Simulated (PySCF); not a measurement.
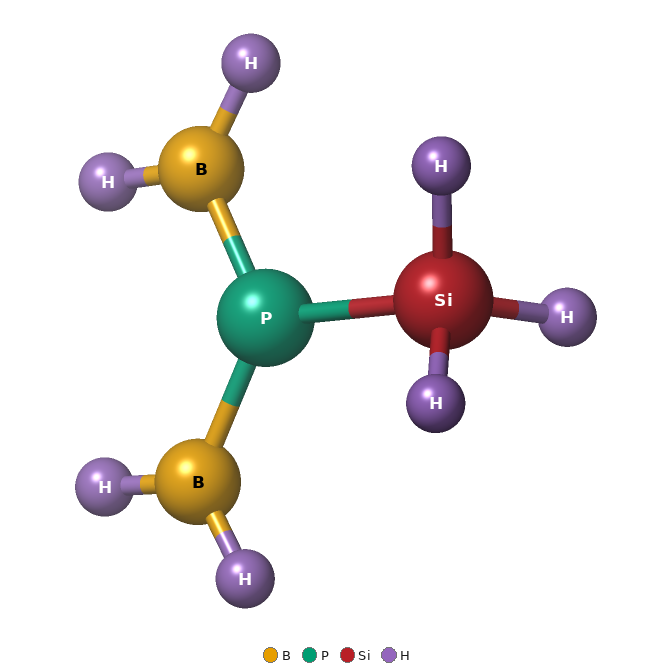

Rendered structure (ball-and-stick style).

The computed structure is the end point of a PBE0-D3(BJ)/def2-SVP optimisation. No frequency run is at hand to confirm it as a minimum.

Give the formula.

B₂H₇PSi, 11 atoms: 2 boron, 7 hydrogen, 1 phosphorus and 1 silicon.

Describe its rings.

It has no ring.

Name functional groups in it.

Among them: Si–H bond, B–H bond.

What is its SMILES?

BP(B)[SiH3]

The parts below concern this one geometry. Atoms keep their numbers from picture to picture.

**Shape**

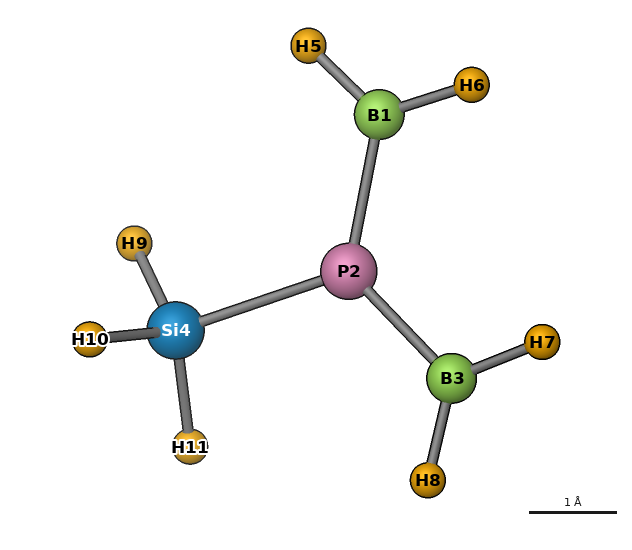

The atoms are numbered. No frequency run is at hand to confirm it as a minimum.

List the bonds and their lengths.

```tsv
bond	length (Å)	order
B1–P2	1.840	single
B1–H5	1.206	single
B1–H6	1.205	single
P2–B3	1.840	single
P2–Si4	2.238	single
B3–H7	1.205	single
B3–H8	1.205	single
Si4–H9	1.491	single
Si4–H10	1.493	single
Si4–H11	1.491	single
```

**Core levels**

No frequency run is at hand to confirm it as a minimum. Properties computed with delta-SCF UKS PBE0, pcX-2 on the ionised atom, pcseg-1 elsewhere, spin-free X2C (PySCF 2.14.0).

Give the core-electron binding energies (to vacuum; p and d levels without spin–orbit splitting) of B1 1s, P2 1s, P2 2p, Si4 1s, Si4 2p.

```csv
atom,level,binding energy (eV)
B1,1s,195.0
P2,1s,2146.8
P2,2p,135.8
Si4,1s,1844.7
Si4,2p,107.0
```

**Charges**

The questions are on IAO charges. No frequency run is at hand to confirm it as a minimum. Properties computed with PBE0/6-31G, gas phase (PySCF 2.14.0).

Which atom carries the highest charge (most positive or least negative)?

Si4 (0.29 e).

And the lowest?

B1, B3 (−0.22 e).

Give the IAO charges atom by atom.

| atom | value (e) |
| --- | --- |
| B1 | −0.22 |
| P2 | 0.16 |
| B3 | −0.22 |
| Si4 | 0.29 |
| H5 | 0.03 |
| H6 | 0.04 |
| H7 | 0.04 |
| H8 | 0.03 |
| H9 | −0.05 |
| H10 | −0.06 |
| H11 | −0.05 |

**Electronic properties**

No frequency run is at hand to confirm it as a minimum. Level of theory: WP04/pcSseg-2, gas phase (PySCF 2.14.0).

Estimate the dipole moment.

1.08 D.

Give the HOMO energy (Kohn–Sham orbital) at this level.

−8.37 eV.

Give the LUMO energy (Kohn–Sham orbital) at this level.

−4.03 eV.

**Quadrupole coupling**

No frequency run is at hand to confirm it as a minimum. Electric field gradients from the ground-state density, PBE0/6-31G (PySCF 2.14.0), non-relativistic apart from any core potentials.

Give the largest field-gradient component, the quadrupole coupling constant and the asymmetry for 11B at B1 (Q = 40.59 mb), 11B at B3 (Q = 40.59 mb).

```json
{"atom": "B1", "V_zz (a.u.)": "0.430", "e²qQ/h (MHz)": "4.10", "η": "0.36"}
{"atom": "B3", "V_zz (a.u.)": "0.430", "e²qQ/h (MHz)": "4.10", "η": "0.36"}
```
